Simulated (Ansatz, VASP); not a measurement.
# Cross-check of Sc2SiO between VASP and Ansatz, part 2 of 2

Aim: how closely do two programs agree when they are given the same cell, functional and k mesh? The cell is invented: As first built, before any earlier steps moved the atoms (in the runner's words): it takes the Sc2CO structure with some of its atoms replaced by other elements, volume scaled by an estimate. It may not be a known or stable phase. The cell is taken from a series of VASP runs on this material, whose earlier steps may have relaxed, scaled or displaced it; both programs get it as it stands. Valence electrons are named where the data sets of a main pair hold unlike numbers.

VASP 6.6.1 and Ansatz 0.2.0.

So far. Step 2 (VASP: band structure, r2SCAN): The run ends at a pressure of 0.03 GPa, with forces up to 3.9e-4 eV/Å.

### 3. Ansatz: band structure, r2SCAN

Level of this step: Ansatz beside VASP: Kohn-Sham DFT, plane waves, r2SCAN (Ansatz).

Ansatz runs on its default PAW (the set named soft_2) files.

The same cell, functional, mesh and smearing now go to Ansatz, which takes its cutoff from its data sets.

input.yaml

```yaml
crystal:
  lattice:
    - [1.6129827563, 0.9312554067, 6.5571595377]
    - [-1.6129827563, 0.9312554067, 6.5571595377]
    - [0.0, -1.8625119406, 6.5571595698]
  atoms:
    - { symbol: Sc, position: [0.2684413059, 0.2684413059, 0.2684413065] }
    - { symbol: Sc, position: [0.7315586941, 0.7315586941, 0.7315586935] }
    - { symbol: Si, position: [0.5, 0.5, 0.5] }
    - { symbol: O, position: [0.0, 0.0, 0.0] }
hamiltonian:
  xc: r2scan
  pseudopotentials: { kind: paw }
kpoints:
  mp_grid: { grid: [8, 8, 8] }
  band_path:
    path:
      - [0.0, 0.0, 0.0]
      - [0.13333, 0.0, 0.0]
      - [0.3, 0.0, 0.0]
      - [0.46667, 0.0, 0.0]
      - [0.5, 0.03602, -0.03602]
      - [0.5, 0.09606, -0.09606]
      - [0.5, 0.1561, -0.1561]
      - [0.77724, 0.5, 0.22276]
      - [0.67061, 0.5, 0.32939]
      - [0.56398, 0.5, 0.43602]
      - [0.46667, 0.46667, 0.46667]
      - [0.3, 0.3, 0.3]
      - [0.13333, 0.13333, 0.13333]
      - [0.0, 0.0, 0.0]
      - [0.11335, 0.0, -0.11335]
      - [0.20403, 0.0, -0.20403]
      - [0.31739, 0.0, -0.31739]
      - [0.62795, 0.37205, 0.0]
      - [0.57464, 0.42536, 0.0]
      - [0.52133, 0.47867, 0.0]
      - [0.52133, 0.52133, 0.02402]
      - [0.57464, 0.57464, 0.08405]
      - [0.62795, 0.62795, 0.14409]
      - [0.64928, 0.64928, 0.20144]
      - [0.59597, 0.59597, 0.30807]
      - [0.54265, 0.54265, 0.4147]
      - [0.5, 0.0, 0.0]
      - [0.60663, 0.11335, 0.11335]
      - [0.71326, 0.2267, 0.2267]
      - [0.81989, 0.34006, 0.34006]
    npoints: 1
scf:
  occupations: { method: gaussian, width: 0.05 }
  n_extra_bands: 8
output:
  forces: true
  stress: true
  eigenvalues: true
```

Started as:

```console
ansatz run input.yaml --threads 2 --pin off --max-ram 4608MiB --backend cpu --events-out ev --progress --plain --runs-dir out
```

Numbers of over 12 decimals in the logs are rounded to 6 here.

Output:

```text
basis.fft_grid_basis auto: the FFT boxes are laid along the combinations [[1, 0, -1], [0, 1, -1], [0, 0, 1]] of the cell's own vectors, 3.226, 3.226 and 6.817 Å long. The dense box has 24×24×50 points. Along the cell's own vectors, as sized, it would have 50×50×50, 4.34 times as many. Of the 12 symmetry operations that the crystal satisfies within crystal.symmetry.tolerance (time reversal apart; of a slab, those that [...]
scf.n_extra_bands = 8 over 16 filled bands (N_el = 32.0): the run solves 24 bands
Engine: ansatz 0.2.0, aarch64-unknown-linux-gnu
Pseudopotentials: kind: paw
Pseudopotential: Sc, paw, valence charge 11, recommended cutoff 500 eV (meta_gga), Sc.paw.azcp
Pseudopotential: Si, paw, valence charge 4, recommended cutoff 500 eV (meta_gga), Si.paw.azcp
Pseudopotential: O, paw, valence charge 6, recommended cutoff 500 eV (meta_gga), O.paw.azcp
Functional definition: r2SCAN
  parameter k0 = 0.174
  parameter k1 = 0.065
  parameter a1 = 4.9479
  exchange = r2scan_x(k0 = k0, k1 = k1, a1 = a1)
  correlation = r2scan_c
Crystal: 4 atoms, lattice volume = 59.097 Å³
Basis set: ecut = 500 eV, 1487 PW (Γ), FFT grids on a1−a3, a2−a3, a3, exchange–correlation on 96×96×200 points (64 copies of the dense FFT grid, shifted against one another)
Bands: 24, of which v1, the nominal top of the filled ones, is band 16 counted from 1 (15 counted from 0)
Symmetry: 12 space group operations
Space group: R-3m (ITA 166), of the structure as read, at distance tolerance 3.9e-5 Å
k-points: 65 of 512
Non-local potential: Sc, projectors of the file, l = 0: 3, l = 1: 2, l = 2: 3, l = 3: 1
Non-local potential: Si, projectors of the file, l = 0: 2, l = 1: 2, l = 2: 2
Non-local potential: O, projectors of the file, l = 0: 2, l = 1: 2, l = 2: 1
PAW form: soft (Blöchl's): semilocal exchange-correlation on the pseudo side does not see the compensation charge
PAW frozen core: Sc, regenerated for the run's functional (the file was generated under x = pbe(κ = 0.804, μ = 0.219515), c = pbe(β = 0.066725))
PAW frozen core: Si, regenerated for the run's functional (the file was generated under x = pbe(κ = 0.804, μ = 0.219515), c = pbe(β = 0.066725))
PAW frozen core: O, regenerated for the run's functional (the file was generated under x = pbe(κ = 0.804, μ = 0.219515), c = pbe(β = 0.066725))
PAW one-centre angular grid: Sc, 590 points (default); XC on 160 Gauss nodes
PAW one-centre angular grid: Si, 302 points (default); XC on 160 Gauss nodes
PAW one-centre angular grid: O, 302 points (default); XC on 160 Gauss nodes
Initial density: superposition of atomic densities (neutral atoms: chi_scale 0, normalization atom), corrected by the library's trained network
Initial wavefunctions: pseudopotential atomic-orbital guess
Functional: x = r2scan, c = r2scan; τ floored in thin density (d = 2e-4 eV/Å³)
SCF iter   1: F=—  HF=-5493.312480 eV  |F-HF|=—  |Δ(HF+E_count)|=         —  Δρ=1.07e-2  dr2=5.84e-2  dr2_τ=7.74e-2  ethr=1.77e-3  ⟨swp⟩=5.2  Hψ=7175  notcnv=0  defer=2
preconditioner: auto → Kerker (q_TF=auto, 2.463 Å⁻¹)  [metal: Δε(μ)=0.048 eV  Ē_g=7.625 eV  σ=0.050 eV  W_gap=0.42  n_scr=16 (ndim 8)  ℏωp=18.1 eV  f_vac=0.000  D(μ)=2.40/eV (n_scr^D=22)]
SCF iter   2: F=—  HF=-5493.449799 eV  |F-HF|=—  |Δ(HF+E_count)|=   1.37e-1  Δρ=5.24e-3  dr2=1.26e-2  dr2_τ=8.03e-4  ethr=1.82e-4  ⟨swp⟩=2.2  Hψ=3004  notcnv=0  defer=188
SCF iter   3: F=—  HF=-5493.449510 eV  |F-HF|=—  |Δ(HF+E_count)|=   2.89e-4  Δρ=1.94e-3  dr2=1.40e-3  dr2_τ=1.21e-4  ethr=3.95e-5  ⟨swp⟩=2.0  Hψ=2090  notcnv=0  defer=188
SCF iter   4: F=—  HF=-5493.449933 eV  |F-HF|=—  |Δ(HF+E_count)|=   4.23e-4  Δρ=1.11e-3  dr2=8.00e-4  dr2_τ=5.62e-5  ethr=4.38e-6  ⟨swp⟩=2.0  Hψ=1859  notcnv=0  defer=188
SCF iter   5: F=—  HF=-5493.449851 eV  |F-HF|=—  |Δ(HF+E_count)|=   8.16e-5  Δρ=3.01e-4  dr2=1.26e-4  dr2_τ=1.33e-6  ethr=2.50e-6  ⟨swp⟩=2.0  Hψ=1694  notcnv=0  defer=188
SCF iter   6: F=—  HF=-5493.449870 eV  |F-HF|=—  |Δ(HF+E_count)|=   1.91e-5  Δρ=9.44e-5  dr2=1.85e-5  dr2_τ=2.18e-7  ethr=3.93e-7  ⟨swp⟩=2.0  Hψ=1829  notcnv=0  defer=188
SCF iter   7: F=—  HF=-5493.449871 eV  |F-HF|=—  |Δ(HF+E_count)|=   6.72e-7  Δρ=2.46e-5  dr2=6.59e-7  dr2_τ=1.83e-8  ethr=5.77e-8  ⟨swp⟩=2.1  Hψ=1793  notcnv=0  defer=188
SCF iter   8: F=-5493.449871 eV  HF=-5493.449871 eV  |F-HF|=7.04e-10  |Δ(HF+E_count)|=   5.12e-8  Δρ=7.52e-6  dr2=4.16e-8  dr2_τ=1.49e-9  ethr=3.13e-10  ⟨swp⟩=8.0  Hψ=7000  notcnv=0
SCF 1 converged in 8 iterations: F = -5493.449871 eV  dr2 = 4.16e-8
  greatest PAW one-centre occupation: 0.999 electrons in one spin orbital (limit 2), on the Sc atom at site 1 (counted from 0), in its partial waves of l = 1
NSCF: frozen V_eff on 30 k-points
SCF converged after 8 iterations
Free energy (F): -5493.449871 eV
Harris-Foulkes:  -5493.449871 eV  (|F-HF|=7.04e-10)
Internal energy: -5493.446973 eV  (E = F + TS)
E sigma→0 (E₀):  -5493.448422 eV
Entropy (-TS):   -0.002898 eV (-0.724 meV/atom)
Fermi energy:    12.539640 eV
--- Per-component energies (eV) ---
  E_band       = -280.962699
  E_kinetic    = 745.831939
  E_local      = -2242.663947  (includes V_loc(G=0)·N_el)
  E_nonlocal   = 235.597355
  E_hartree    = 840.119107
  E_xc         = -329.539061
  E_vxc        = -444.665562  (∫ρ·V_xc dr)
  E_paw        = -2607.660878  (= ΣΔE_a)
  E_vpaw       = -282.869213  (= ΣTr[D̂ρ^β])
  E_aug_tail   = 0.001019  (compensation charges beyond the density's cutoff)
  E_vtau       = 27.565281  (kinetic-family band-sum trace: ∫τ·v_τ [+ j·A + Jᵃ·Aᵃ] dr)
  E_ewald      = -2134.547150
  E_core_change = -0.585358  (= ΣΔE_core)
  E_smearing   = -0.002898  (= −TS)
  E_closure    = -0.000000  (closes the sum)
  Σ components = -5493.449871   (vs F -5493.449871, Δ=0.00e0)
--- Forces (eV/Å), atoms counted from 1 ---
  atom   1  Sc     0.00000000    -0.00000000     0.07624572
  atom   2  Sc    -0.00000000     0.00000000    -0.07624572
  atom   3  Si     0.00000000     0.00000000    -0.00000000
  atom   4  O     -0.00000000     0.00000000     0.00000000
  max |Σ_I F_I| component: 1.39e-17 eV/Å
--- Stress (GPa, compression-positive) ---
       -0.775317       0.000000       0.000000
        0.000000      -0.775317       0.000000
        0.000000       0.000000      -0.878762
  P = ⅓ Tr σ = -0.8098 GPa (-8.098 kbar)
--- Band table (eV; the first three rows and the last of 65) ---
  k-point 0: bands = [... 12 lower, 6.1307, 9.4358, 11.8545, 13.4993, 13.4993, 13.8556, 14.4149, 14.4149, ... 4 higher]
  k-point 1: bands = [... 12 lower, 6.1131, 9.3253, 12.0665, 12.8158, 13.5276, 13.5389, 14.1504, 14.1714, ... 4 higher]
  k-point 2: bands = [... 12 lower, 6.0609, 9.3081, 11.0654, 12.0658, 13.3707, 13.4442, 13.6443, 14.7011, ... 4 higher]
  k-point 64: bands = [... 12 lower, 6.1351, 8.0240, 12.8947, 13.3728, 13.3889, 13.3889, 14.2346, 14.2346, ... 4 higher]
```

The job ended after 6.6 s (2 threads of Arm Neoverse V2, shared host; peak memory 0.52 GiB).

The column dr2 measures how far the density is from self-consistency, as an energy; F and HF (Harris–Foulkes) agree once it is small.

### 4. Differences

Known differences besides the potentials themselves: VASP keeps PBE cores, Ansatz makes them for the functional; the cutoff is 500 eV in Ansatz and 520 eV in VASP. Total energies have different zeros and are not compared.

Compared:

```
                                        quantity  Ansatz  VASP  difference
                                  pressure (GPa)   -0.81  0.03       -0.84
pressure without Ansatz's Pulay correction (GPa)   -0.89  0.03       -0.93
```

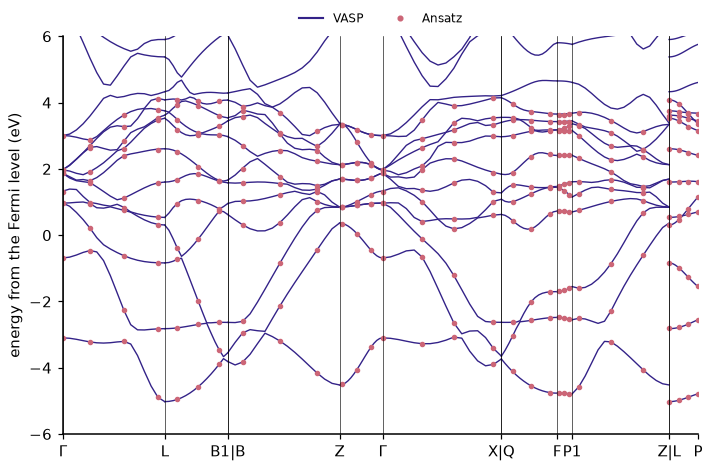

Bands from VASP (lines) and levels from Ansatz (dots). Dots without a line are higher empty bands that the VASP plot leaves out.

At this near-relaxed geometry the largest component of a force difference is 77 meV/Å. Levels from 3 eV below to 2 eV above the Fermi level differ by 6 meV r.m.s. and 14 meV at most; each VASP level is matched to the nearest of Ansatz, which flatters the figure a little. Ansatz's pressure holds a Pulay correction of 0.08 GPa; VASP's holds none.

### 5. What the set-up changes

Further runs change the set-up of one program: Ansatz's method, potentials or start, or VASP's data sets, cutoff or form of LDA. The table gives Ansatz less VASP for each quantity, since a change that brings one quantity closer may part another.

```
                                        run  r.m.s. force difference (meV/Å)  pressure (GPa)  pressure without Ansatz's Pulay correction (GPa)
                                   as above                               31           -0.84                                             -0.93
                       cores kept as stored                               28           -0.92                                              -1.0
    Ansatz's larger PAW set (cutoff 920 eV)                               33           -0.89                                                  
norm-conserving potentials (cutoff 1290 eV)                               31           -0.87
```

### 6. Results

| Item | Value |
| --- | --- |
| r.m.s. force difference (band structure, r2SCAN) | 31 meV/Å |
| difference in pressure (band structure, r2SCAN) | -0.84 GPa |

In words: The r.m.s. force difference is 31 meV/Å (band structure, r2SCAN), beyond the 12 meV/Å picked in this series as the mark of a large difference. For band structure, r2SCAN, no further run moves any of the tabulated differences by more than a quarter of its size. Such differences can come from data sets, numerical settings and the points named under the comparisons, not from the functional's error against experiment.

[Lines on the potential files, build, host, timing and source positions are cut from VASP's logs without a mark.]

[Logs are printed without paths, hosts, clocks, repeated set-up lines and the standing remarks that a program may print on its own settings, such as how far it seeks lower states.]

[Hosts, paths, dates, database ids (printed as entryN), source tags and the programs' standing remarks are cut or masked in the printed files.]
